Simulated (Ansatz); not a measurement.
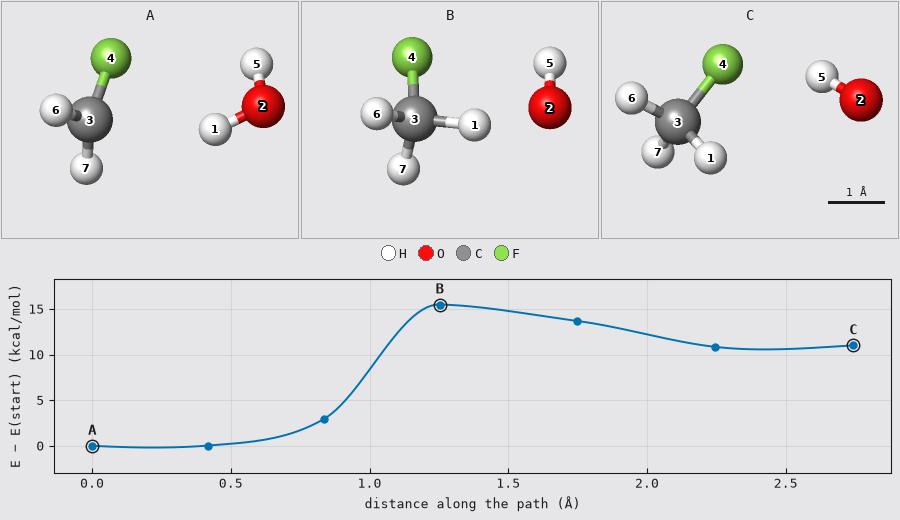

NEB run on CH$_{4}$FO (multiplicity 2), made up of H₂O and CH$_{2}$F. Images are numbered from 0 (start) to 6 (end). Frames A to C are images 0, 3, 6. Style: ball-and-stick. Shown at a tilt.

All numbers below come from UKS PBE0-D4/def2-SVP (Ansatz 0.2.0). Run with 5 movable images; climbing image.

Q: Describe the mechanism and the energy profile.

A: The highest point, image 3, lies 15.5 kcal/mol above the start and 4.5 kcal/mol above the end; the end is at +11.0 kcal/mol relative to the start. A hydrogen atom shifts from one atom to another. Breaking: H1–O2 (0.96 → 1.42 at the top → 2.92 Å). Forming: H1–C3 (2.45 → 1.17 at the top → 1.09 Å). The band converged in 11 iterations. The largest component of the band force went from 4.9 to 0.028 eV/Å. The climbing image converged on the top of the path. Its curvatures weren't checked. The largest force component is 0.57 eV/Å at the start and 0.69 eV/Å at the end; an end with forces this large is no minimum, and the barrier measured from it can be far off.

Limits of the set-up: the start holds two separate molecules, 2.4 Å apart at their closest, whose relative position is a soft coordinate.
